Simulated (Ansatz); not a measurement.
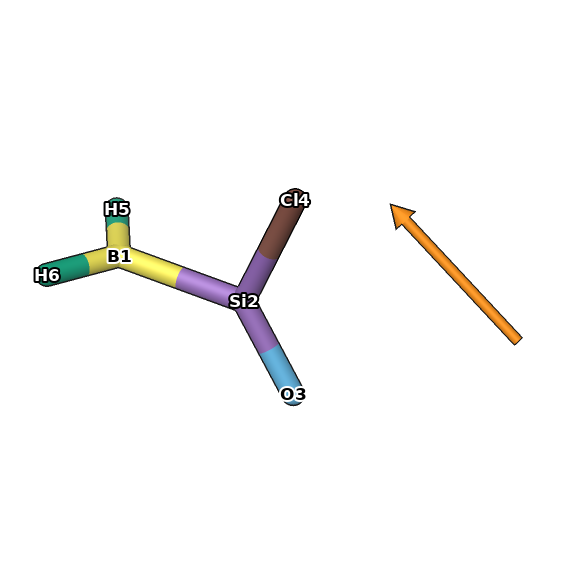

The arrow beside the molecule shows the direction of the dipole moment, from the negative to the positive end (its length means nothing). Computed geometry: PBE0-D4/def2-TZVP optimisation. No frequency run is at hand to confirm it as a minimum. Level of theory: RKS PBE0-D4/def2-TZVP (Ansatz 0.2.0).

**How large is the dipole moment?**

3.80 D; it points from the side of O3 to the side of H5, H6 (the outermost atoms at the two ends).
